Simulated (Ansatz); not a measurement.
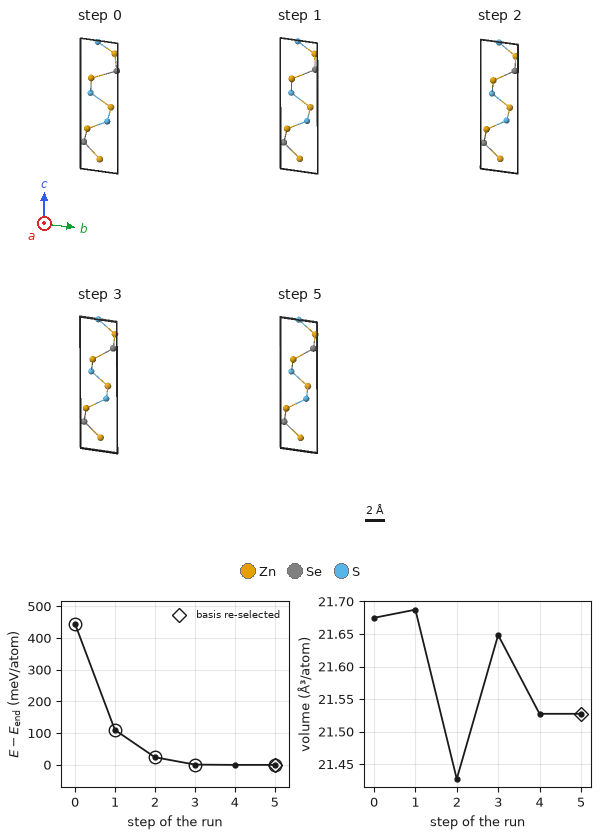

Frames of a relaxation of crystalline Zn5Se2S3 (a generated structure, set up in P1) (coarse preliminary run), marked on the history of the run. The picture is a ball-and-stick view of the cell of the calculation, reduced to other axes, seen along the a axis. Lengths and directions refer to the drawn axes.

Method: Ansatz, DFT PBE, scalar-relativistic, plane waves, PAW. Settings: plane-wave cutoff 420 eV; k-point mesh 4 × 4 × 4; occupations gaussian; smearing width 0.1 eV; no spin polarisation; cell and atoms relaxed; force threshold 0.025 eV/Å; at most 60 steps.

Q: What happens along the run?

A: After 4 accepted moves (5 points after the start) the energy has fallen by 445 meV per atom. The largest force component goes from 12 to 0.014 eV/Å. Pressure: 6.67 GPa at the start and −0.07 GPa at the end. At 1 point the geometry stayed and the basis and grid were re-selected for the new cell (energy shift of less than 0.05 meV per atom at most each time). The largest moves relative to the cell, 0.35 Å, are those of Zn and Se and S atoms. Largest moves by element: Zn 0.35 Å, Se 0.35 Å, S 0.35 Å. Cell: a 3.918 → 3.948 Å (+0.7 %), b 4.010 → 3.952 Å (−1.4 %), c 14.007 → 14.079 Å (+0.5 %), α 97.8° → 98.1°, β 96.0° → 98.1°, γ 90.8° → 90.0°. Volume −0.7 %. Some distances before and after: Se–Zn 1.816 → 2.461 Å, Se–Zn 2.867 → 2.461 Å, Se–Zn 2.841 → 2.460 Å, S–Zn 2.063 → 2.375 Å. Among the angles between lasting bonds that change: Se–Zn–S 92.0° → 109.4°, Se–Zn–S 92.8° → 109.3°, Zn–Se–Zn 94.7° → 110.8°. The space group (tolerance 0.01 Å) goes from P1 (No. 1) to I-4m2 (No. 119). From step 0 to 1: a Se atom moves most (0.19 Å), energy −335 meV per atom. From step 1 to 2: an S atom moves most (0.20 Å), volume −1.2 %, energy −86.0 meV per atom. From step 2 to 3: a Zn atom moves most (0.13 Å), volume +1.0 %, energy −23.2 meV per atom. From step 3 to 5: a Zn atom moves most (0.03 Å), volume −0.6 %, energy −0.9 meV per atom.

| step | E − E(0), meV/atom | largest force component, eV/Å | pressure, GPa | volume, Å³/atom | note |
| --- | --- | --- | --- | --- | --- |
| 0 | 0.00 | 12.3954 | 6.67 | 21.675 |  |
| 1 | -335.00 | 3.1915 | 1.03 | 21.687 |  |
| 2 | -420.98 | 1.3097 | 0.49 | 21.427 |  |
| 3 | -444.18 | 0.1059 | -0.42 | 21.648 |  |
| 4 | -445.17 | 0.0144 | -0.07 | 21.528 |  |
| 5 | -445.12 | 0.0144 | -0.07 | 21.528 | same geometry, new basis |
